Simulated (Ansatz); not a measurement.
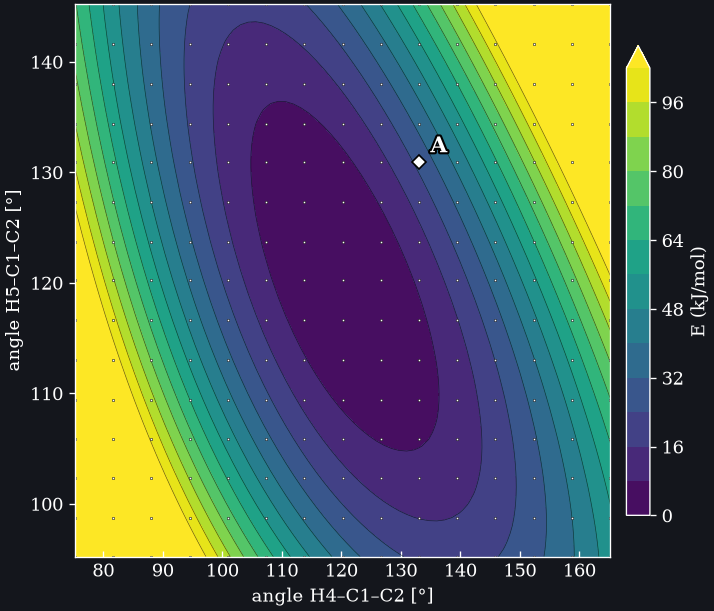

C2H2F, SMILES C=[C+]F, charge +1. The first coordinate is: angle H4–C1–C2; the second: angle H5–C1–C2. Nothing is relaxed (all other coordinates rigid). Grid: 15 × 15 points. All energies are given in kJ/mol relative to the lowest grid point. Theory: RKS B3LYP-D4/def2-TZVP (Ansatz).

In the figure: filled contours, dots at the grid points, one colour for all values above the top of the scale, the point A. Between grid points the surface is interpolated.

Question: Which way does the force act at A, and how strong is it?

Answer: A, at angle H4–C1–C2 = 133.0°, angle H5–C1–C2 = 130.9°, is not a stationary point. The computed force is 2.2 kJ/mol for each degree towards smaller values of angle H4–C1–C2 and 2.2 kJ/mol for each degree towards smaller values of angle H5–C1–C2.
